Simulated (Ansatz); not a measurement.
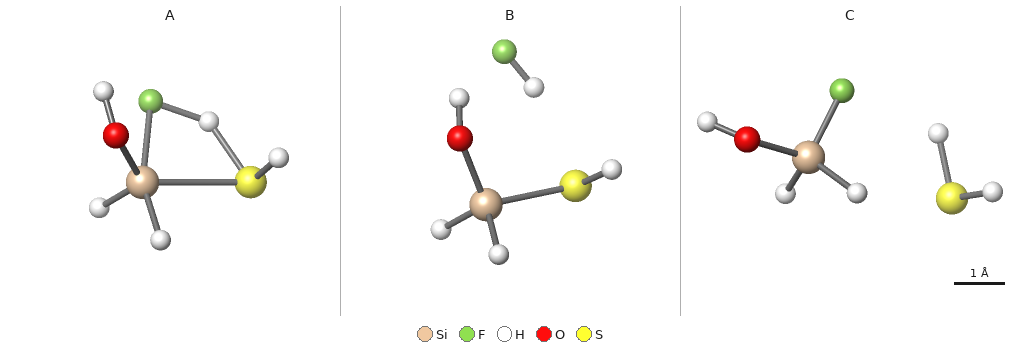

Three geometries of SiH5SOF: a saddle point and the two minima that it joins, in shuffled order. Style: ball-and-stick. Shown at a tilt. Sticks join atoms that are closer than about 1.2 times the sum of their covalent radii (a little more with hydrogen).

Stationary points at PBE0-D4/def2-TZVP, single-point energies with CCSD(T)/CBS (def2-TZVPP where no basis is named; Ansatz 0.2.0). The energies are electronic, without zero-point or thermal terms, and both ends are the minima reached downhill from the saddle, with any fragments still in contact. CCSD(T)/CBS stands for a frozen-core estimate: MP2 correlation extrapolated from def2-TZVPP and def2-QZVPP, CCSD(T) minus MP2 from the smaller set.

Question: Identify the saddle point and describe the reaction.

Answer: Frame A is the saddle point. Counted by bonded pieces, C holds H₂S + SiH₃OF and B holds HF + SiH₄SO. From C over the saddle to B, bonds form: S–Si (3.66 → 2.40 → 2.17 Å), F–H (2.63 → 1.27 → 0.94 Å). Bonds break: F–Si (1.60 → 1.95 → 3.38 Å), H–S (1.34 → 1.51 → 2.18 Å). The saddle has one imaginary mode, 753i cm⁻¹. With CCSD(T)/CBS the barrier is 187.0 kJ/mol from C and 125.1 kJ/mol from B, and B lies 61.9 kJ/mol above C.
